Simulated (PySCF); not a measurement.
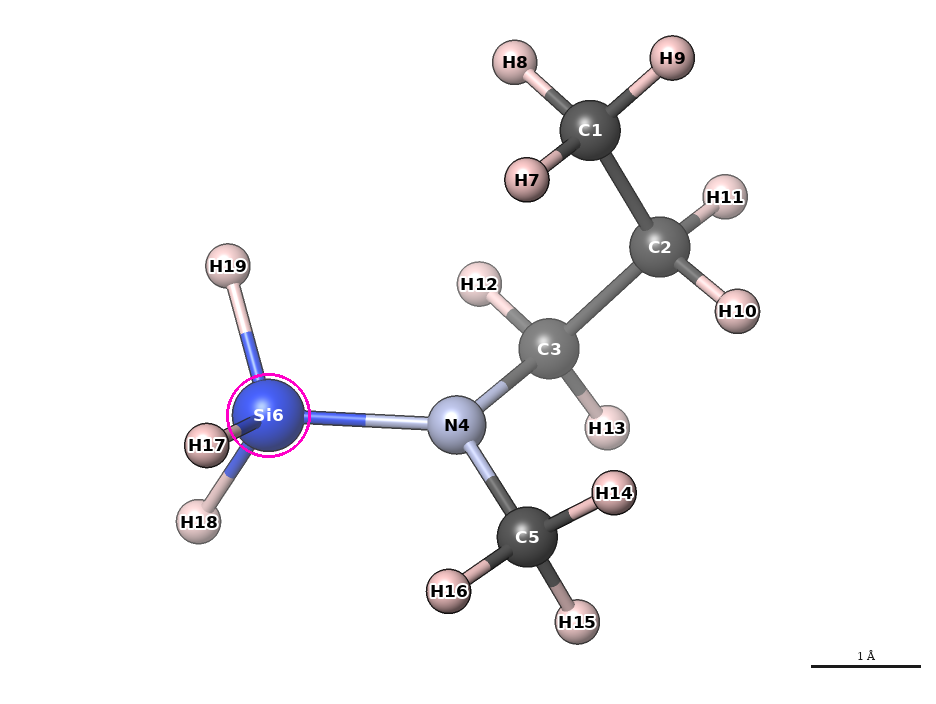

Orthographic view. Atoms fade into the background with distance from the viewer. The geometry was computed by an optimisation with PBE0-D3(BJ)/def2-SVP. No frequency run is at hand to confirm it as a minimum.

Which atoms are bonded to the circled atom?

The circled atom is Si6; it is bonded to N4, H17, H18, H19.

Of Si6 and H17, which is nearer the viewer?

H17; the bond to Si6 points away from the viewer, so it looks shorter than its 1.50 Å.

Which two atoms are farthest apart in space?

H9 and H18, 6.43 Å.

What is the shortest path along bonds from the circled atom to H8?

Si6–N4–C3–C2–C1–H8, 5 bonds; through space the two are 3.96 Å apart.
